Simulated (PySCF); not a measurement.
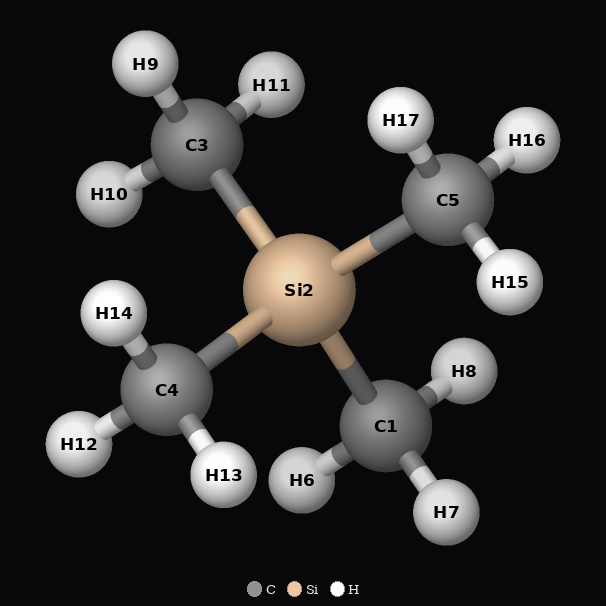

The computed structure is the end point of a PBE0-D3(BJ)/def2-TZVP optimisation. No frequency run is at hand to confirm it as a minimum. Method: GIAO ωB97X-D/pcSseg-2 NMR shielding, non-relativistic, gas phase (PySCF 2.14.0), and the same with a continuum solvent (IEF-PCM, Bondi radii x 1.2, gas-phase geometry).

How do dipole (D), HOMO–LUMO gap (eV), σ(C1) (ppm), σ(Si2) (ppm), σ(H6) (ppm) change in chloroform (ε = 4.7)?

| medium | dipole (D) | HOMO–LUMO gap (eV) | σ(C1) (ppm) | σ(Si2) (ppm) | σ(H6) (ppm) |
| --- | --- | --- | --- | --- | --- |
| gas phase | 0.00 | 12.23 | 186.3 | 341.5 | 31.63 |
| chloroform | 0.00 | 12.26 | 187.1 | 341.3 | 31.61 |
